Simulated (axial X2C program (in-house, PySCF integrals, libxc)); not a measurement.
PdMg: relativistic diatomic calculation

- system: PdMg, single determinant with M_S = 1 and |Λ| = 0 (not the lowest found).
- method: PBE0, spin-free X2C-1e, Pd dyall-cv3z, Mg dyall-cv3z (cores contracted) (axial X2C program (in-house, PySCF integrals, libxc))

## Input file
```
{"zs": [46, 12], "q": 0, "bas": ["dyall-cv3z", "dyall-cv3z"], "levels": ["PBE0", "HF", "M06"], "cc": true, "r0": 2.59, "thr": -2.0, "nmax": 90, "npts": 10, "nst": 2, "ntry": 6}
```

The line is the task of a batch: nuclear charges, charge, bases, the levels to run, a first guess of the distance and further settings. This report covers PBE0 without spin-orbit coupling. The log is that of the reference distance 2.353 Å, started from orbitals converged before.

Hardware: 1 thread of Arm Neoverse V2, 24 GiB of memory available, shared host.

The run was one of a batch that the task file lists, launched with:
```bash
python <driver script> task.json out
```

## The program's output
```
spin-free X2C-1e  PBE0
basis functions 234  fitting functions 980  grid points 5080
iter        total energy     max residual
   1      -5245.299599778     6.92e-05
   2      -5245.299599803     4.67e-05
   3      -5245.299599814     7.75e-06
   4      -5245.299599814     1.09e-05
converged
one-electron -7486.67947131  Coulomb 2278.67780211  exact exchange -39.70345472  xc functional -121.73634604  nuclear repulsion 124.14187014
```

## The points of the curve

| R (Å) | E (hartree) | dipole (D; origin at the first atom, positive when the second is positive) | highest filled (eV) | lowest empty (eV) |
| --- | --- | --- | --- | --- |
| 2.212 | −5245.291133 | 0.82 | −4.06 | −3.64 |
| 2.282 | −5245.296269 | 0.88 | −4.10 | −3.58 |
| 2.353 | −5245.299600 | 0.95 | −4.14 | −3.52 |
| 2.435 | −5245.301693 | 1.03 | −4.18 | −3.45 |
| 2.518 | −5245.302355 | 1.12 | −4.22 | −3.39 |
| 2.624 | −5245.301677 | 1.23 | −4.26 | −3.33 |

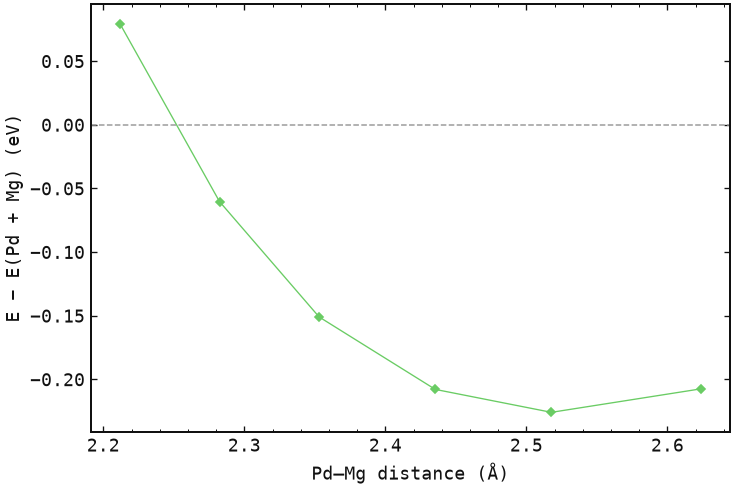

*Energy at 6 bond lengths, for one set of occupations held fixed; the line joins the points.*

The lowest point is at 2.52 Å; the points are too few or too rough near it for spectroscopic constants. The lowest point lies 0.23 eV below Pd + Mg.

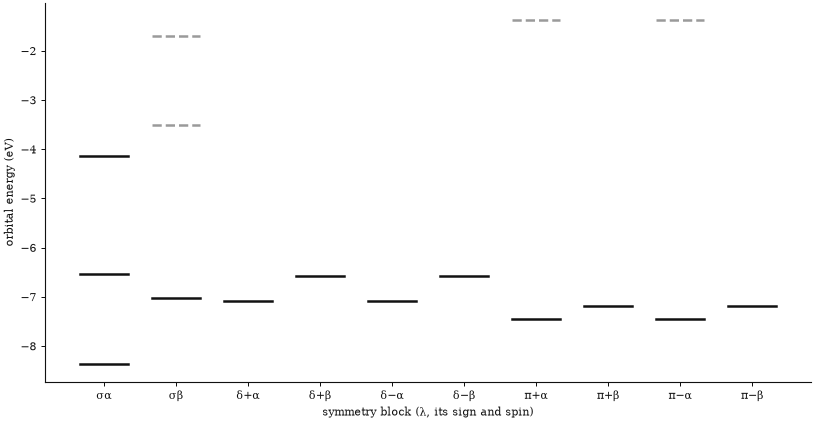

*Orbital energies near the frontier at 2.35 Å, filled (solid) and empty (dashed); a label such as π−α means λ = −1 and α spin.*

The highest filled orbital (σα; 53 % Mg p, 27 % Pd s) lies at −4.14 eV, the lowest empty one (σβ; 45 % Pd d, 29 % Mg s) at −3.52 eV.

## Results in brief

```tsv
quantity	value
outcome	converged
largest ⟨S²⟩ along the curve	2.02
wall time	16 s
peak memory	0.8 GiB
```

## Remarks

To bear in mind: 6 of the 10 points asked for were kept.
